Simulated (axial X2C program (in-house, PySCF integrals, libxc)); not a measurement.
**Run report: TaC⁻, relativistic diatomic calculation**

TaC⁻, single determinant with Ω = 0. Computed at this level: PBE0, two-component X2C with atomic mean-field Coulomb and Gaunt terms, Ta dyall-acv3z, C dyall-av3z (cores contracted) (axial X2C program (in-house, PySCF integrals, libxc)).

**Summary**

```
                 quantity                                                                 value
                  outcome                                                             converged
           bond length rₑ                                                               1.735 Å
                       ωₑ                                                             1040 cm⁻¹
    energy at the minimum                                                  −15641.51763 hartree
depth below the fragments                                                               5.59 eV
                 hardware  1 thread of Arm Neoverse V2, 24 GiB of memory available, shared host
                wall time                                                                 3.3 s
```

**Notes**

Caveats: 5 of the 10 points asked for were kept.

**Input**
```
{"zs": [73, 6], "q": -1, "bas": ["dyall-acv3z", "dyall-av3z"], "levels": ["PBE0", "HF", "PBE"], "cc": true, "r0": 1.93, "thr": -1.0, "nmax": 90, "npts": 10, "nst": 2, "ntry": 6}
```

The line is the task of a batch: nuclear charges, charge, bases, the levels to run, a first guess of the distance and further settings. This report covers PBE0 with spin-orbit coupling. The log is that of the reference distance 1.737 Å, started from orbitals converged before.

The run was one of a batch that the task file lists, launched with:
```bash
python <driver script> task.json out
```

**Log**
```
two-component X2C + atomic mean field  PBE0
basis functions 252  fitting functions 1256  grid points 5074
iter        total energy     max residual
   1     -15641.517629028     1.02e-06
   2     -15641.517629028     1.16e-06
converged
one-electron -21732.22782487  Coulomb 6296.57422764  exact exchange -80.14407772  xc functional -245.80806442  nuclear repulsion 133.43674058  atomic mean-field constant -13.34863023
```

**The points of the curve**

| R (Å) | E (hartree) | dipole (D; origin at the first atom, positive when the second is positive) | highest filled (eV) | lowest empty (eV) |
| --- | --- | --- | --- | --- |
| 1.633 | −15641.507479 | −3.71 | −0.28 | 1.93 |
| 1.685 | −15641.515370 | −4.27 | −0.36 | 1.93 |
| 1.737 | −15641.517629 | −4.78 | −0.40 | 1.92 |
| 1.798 | −15641.514686 | −5.31 | −0.38 | 1.92 |
| 1.859 | −15641.507189 | −5.77 | −0.33 | 1.92 |

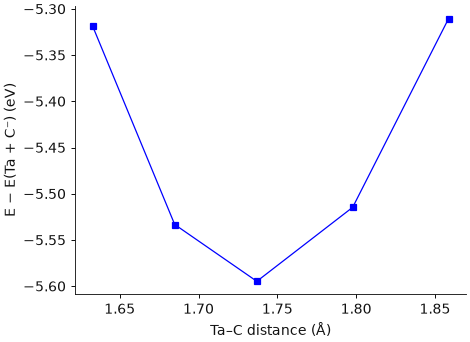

*Energy at 5 bond lengths, for one set of occupations held fixed; the line joins the points.*

A polynomial of degree 3 through 5 points gives rₑ = 1.735 Å, ωₑ = 1040 cm⁻¹ and Bₑ = 0.4975 cm⁻¹. The minimum lies 5.59 eV below Ta + C⁻, each computed as one determinant at the same level.

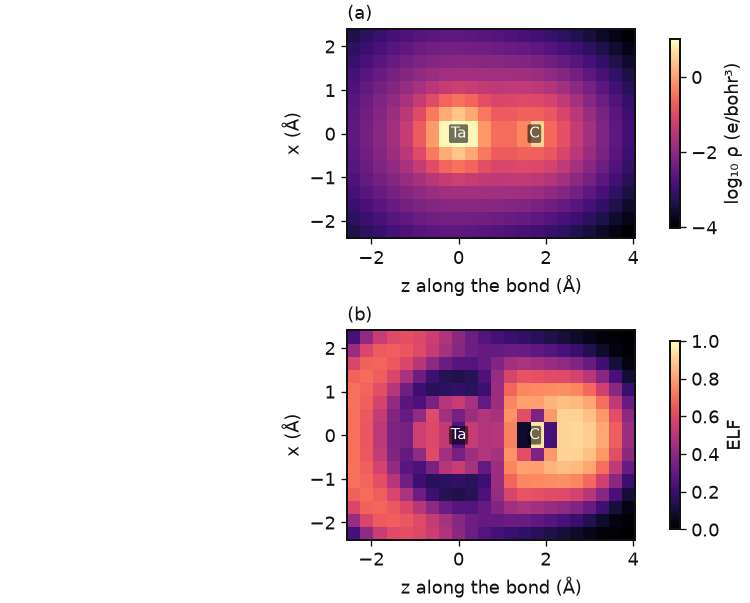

*(a) electron density on a logarithmic scale; (b) electron localisation function, in a plane that holds the axis, at 1.74 Å, on points 0.3 Å apart (one half computed, the other mirrored); the structure near the nuclei is finer than these points.*

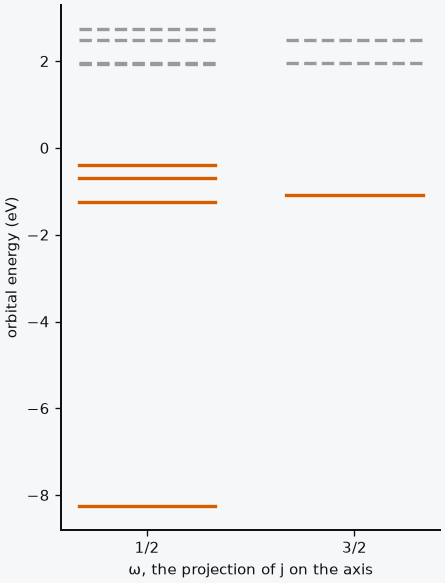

*Orbital energies near the frontier at 1.74 Å, filled (solid) and empty (dashed); the Kramers partners at −ω are degenerate and not drawn.*

The highest filled spinor (1/2; 47 % C p, 21 % Ta d) lies at −0.40 eV, the lowest empty one (1/2; 95 % Ta p, 3 % Ta s) at 1.92 eV.
